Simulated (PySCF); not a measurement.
# One shape, several levels: CH5AsO (SMILES CO[AsH2])

Wanted: a comparison of 6 runs (HF/3-21G, HF/def2-SVP, PBE/6-31G, B3LYP/6-31G*, PBE0/def2-SVP, MP2/6-31G*) of CH5AsO. 

The results are computed with PySCF 2.14.0.

**1. Starting point**

CH5AsO: 8 atoms, total charge 0, spin state singlet. As SMILES, `CO[AsH2]`. Geometry: relaxed at PBE0-D4/def2-TZVP. This is one conformer, not always the lowest.

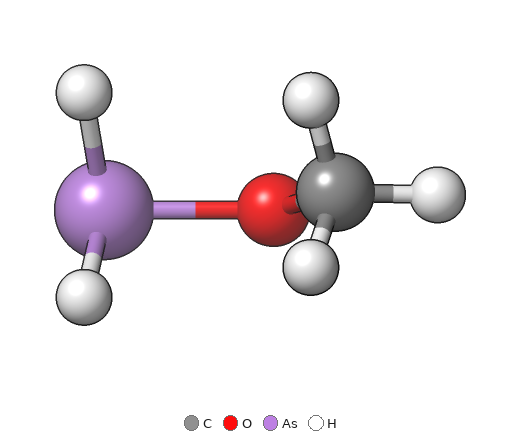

The structure, seen from a chosen angle (carbon grey, oxygen red, arsenic purple, hydrogen white).

**2. Energy and forces at HF/3-21G (run 1)**

job.py reads:

```python
import pyscf.grad
from pyscf import gto

mol = gto.M(
    atom=[
    ('C', (-0.419800, 0.876800, -0.216100)),
    ('O', (-0.786400, -0.147700, 0.675500)),
    ('As', (0.254700, -1.593600, 0.766300)),
    ('H', (-0.394200, 0.518900, -1.253300)),
    ('H', (0.566300, 1.291600, 0.029700)),
    ('H', (-1.166100, 1.670700, -0.135400)),
    ('H', (1.607300, -0.863900, 0.823700)),
    ('H', (0.430300, -1.809900, -0.746200)),
],
    basis='3-21g',
    spin=0,
    verbose=4,
    max_memory=1860,
)

calc0 = mol.RHF()
calc0.conv_tol = 1e-10
calc0.kernel()
if not calc0.converged:
    calc0 = calc0.newton().run(calc0.mo_coeff, calc0.mo_occ)

e_final = calc0.e_tot
print('E = %.10f Eh' % e_final)
grad = calc0.Gradients().kernel()
calc0.analyze()
```

Command:

```console
$ OMP_NUM_THREADS=1 python job.py
```

What it wrote:

```text
PySCF version 2.14.0

[... 81 lines left out ...]
DFT Exchange-Correlation Energy =      -96.729094521765319
[... 11 lines left out ...]
MO #10  energy= -5.82980865466992  occ= 2
[... 9 lines left out ...]
MO #20  energy= -0.632969680630896 occ= 2
[... 9 lines left out ...]
MO #30  energy= 0.300872312381635  occ= 0
[... 9 lines left out ...]
MO #40  energy= 1.0536626426886    occ= 0
[... 9 lines left out ...]
MO #50  energy= 3.31104894604201   occ= 0
[... 61 lines left out ...]
Dipole moment(X, Y, Z, Debye):  1.43397,  0.23486, -1.21581
```

Wall time 3.3 s (1 thread of Intel Xeon at 2.70GHz, shared host); peak memory 0.12 GiB.

**3. Energy and forces at HF/def2-SVP (run 2)**

job.py reads:

```python
from pyscf import gto

system = gto.M(
    atom='''
C     -0.793307     1.656912    -0.408370
O     -1.486081    -0.279113     1.276510
As     0.481313    -3.011468     1.448097
H     -0.744930     0.980579    -2.368394
H      1.070152     2.440770     0.056125
H     -2.203610     3.157165    -0.255869
H      3.037357    -1.632534     1.556567
H      0.813149    -3.420215    -1.410114
''',
    spin=0,
    unit='bohr',
    verbose=4,
    max_memory=1860,
    basis='def2-svp',
)

mf = system.RHF()
mf.conv_tol = 1e-10
mf.kernel()
if not mf.converged:
    mf = mf.newton().run(mf.mo_coeff, mf.mo_occ)

energy = mf.e_tot
print(f'total energy: {energy:.8f} hartree')
grad = mf.nuc_grad_method().kernel()
dip = mf.dip_moment()
pop, q = mf.mulliken_pop()
```

Command:

```console
$ OMP_NUM_THREADS=1 python job.py
```

What it wrote:

```text
PySCF version 2.14.0

[... 64 lines left out ...]
converged SCF energy = -2349.44835052732
total energy: -2349.44835053 hartree
[... 11 lines left out ...]
Dipole moment(X, Y, Z, Debye):  1.34342,  0.24690, -1.15532
[... 94 lines left out ...]
charge of    7H =     -0.08921
```

It took 7.5 s on 1 thread of Intel Xeon at 2.70GHz, shared host; peak memory 0.17 GiB.

Runs 3 to 5 aren't shown in full; the table further down has their settings and results.

**4. Energy and forces at MP2/6-31G(d) (spherical functions) (run 6)**

input.py reads:

```python
import pyscf.grad
from pyscf import gto, scf, mp

mol = gto.M(
    atom='''
C     -0.419800     0.876800    -0.216100
O     -0.786400    -0.147700     0.675500
As     0.254700    -1.593600     0.766300
H     -0.394200     0.518900    -1.253300
H      0.566300     1.291600     0.029700
H     -1.166100     1.670700    -0.135400
H      1.607300    -0.863900     0.823700
H      0.430300    -1.809900    -0.746200
''',
    charge=0,
    max_memory=1860,
    basis='6-31g*',
    verbose=4,
)

mf = scf.RHF(mol)
mf.conv_tol = 1e-10
mf.kernel()
if not mf.converged:
    mf = mf.newton().run(mf.mo_coeff, mf.mo_occ)

pt = mp.MP2(mf, frozen=11).run()
e_tot = pt.e_tot
print('Final energy', e_tot)
grad = pt.Gradients().kernel()
mf.analyze()
```

Command:

```console
$ OMP_NUM_THREADS=1 python input.py
```

What it wrote:

```text
PySCF version 2.14.0

[... 88 lines left out ...]
DFT Exchange-Correlation Energy =      -96.645174055678126
[... 15 lines left out ...]
MO #14  energy= -2.13029131270177  occ= 2
[... 13 lines left out ...]
MO #28  energy= 0.159165924772223  occ= 0
[... 13 lines left out ...]
MO #42  energy= 0.801269483608732  occ= 0
[... 13 lines left out ...]
MO #56  energy= 1.87925362917789   occ= 0
[... 13 lines left out ...]
MO #70  energy= 4.45803144624634   occ= 0
[... 81 lines left out ...]
Dipole moment(X, Y, Z, Debye):  1.34217,  0.29385, -1.18271
```

Wall time 20 s (1 thread of Intel Xeon at 2.70GHz, shared host); peak memory 0.48 GiB.

**5. All runs side by side**

| run | level | integration grid | Cartesian functions | energy (Eh) | dipole moment (D) of the reference | HOMO energy (eV) | LUMO energy (eV) | wall time |
| --- | --- | --- | --- | --- | --- | --- | --- | --- |
| 1 | HF/3-21G | – | no | -2338.403209 | 1.89 | -10.29 | 3.79 | 3.3 s |
| 2 | HF/def2-SVP | – | no | -2349.448351 | 1.79 | -10.40 | 3.51 | 7.5 s |
| 3 | PBE/6-31G | 5 | no | -2351.294797 | 2.05 | -6.11 | -1.18 | 28 s |
| 4 | B3LYP/6-31G* (Cartesian functions) | 5 | yes | -2351.943834 | 1.60 | -7.47 | -0.39 | 31 s |
| 5 | PBE0/def2-SVP | 5 | no | -2351.419961 | 1.57 | -7.72 | -0.07 | 40 s |
| 6 | MP2/6-31G* (spherical functions) | – | no | -2350.071418 | 1.81 | -10.38 | 3.24 | 20 s |

**6. Results**

| quantity | value |
| --- | --- |
| run 6: total energy | -2350.07142 Eh |
| run 6: dipole moment (Hartree–Fock density) | 1.81 D |
| run 6: HOMO energy (Hartree–Fock orbitals) | -10.38 eV |
| run 6: LUMO energy (Hartree–Fock orbitals) | 3.24 eV |
| run 6: HOMO–LUMO gap (Hartree–Fock orbitals) | 13.62 eV |
| run 6: correlation energy (11 core orbitals frozen) | -559.9 mEh |
| run 6: largest force on an atom | 0.786 eV/Å |

What this shows: Over runs 1, 2, 3, 4, 5 the dipole moment (its size) runs from 1.57 D (PBE0/def2-SVP) to 2.05 D (PBE/6-31G). The two ends differ in method and basis. Over runs 1, 2, 3, 4, 5 the HOMO–LUMO gap runs from 4.94 eV (PBE/6-31G) to 14.08 eV (HF/3-21G). Totals of different functionals can't be ranked against each other. All runs together took 2.1 min, the longest 40 s.
